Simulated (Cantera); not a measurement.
Feed: 1 mol NF3, 0.092 mol H2, at 15.0 Pa.

Cantera equilibrium calculation (NASA polynomials, part measured and part estimated; ideal gas, pure solids and liquids). Rates play no part.

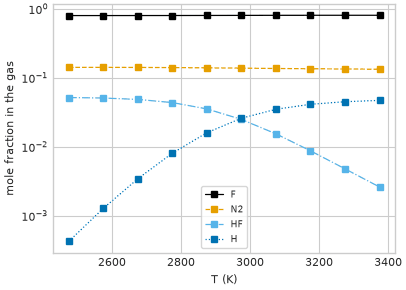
*Equilibrium gas composition (values under 1e-9 drawn at 1e-9)*

Read off the mole fractions at 2775 K.

F about 0.81, N2 about 0.14, HF about 0.044, H about 0.0081.
